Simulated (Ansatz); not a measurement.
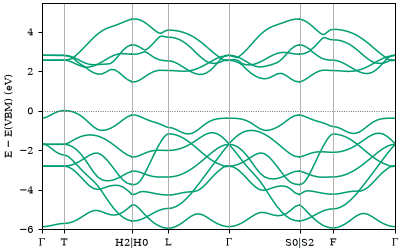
Band structure from PBE in the plane-wave PAW code Ansatz

The gap is 1.45 eV; an edge lies off the plotted path or next to a special point (maximum at T, minimum off the standard path).

The material is MoS₂ in space group R3m (No. 160; Mo on 3a, S on 3a, S on 3a).

The PBE relaxation kept the symmetry of its start. The run is not spin-polarised. A crystal of weakly bound layers computed without a dispersion correction: the cell and the soft elastic constants depend strongly on that. Spin–orbit coupling is left out wherever it is not named.

Potentials: the earlier of the program's two PAW sets.
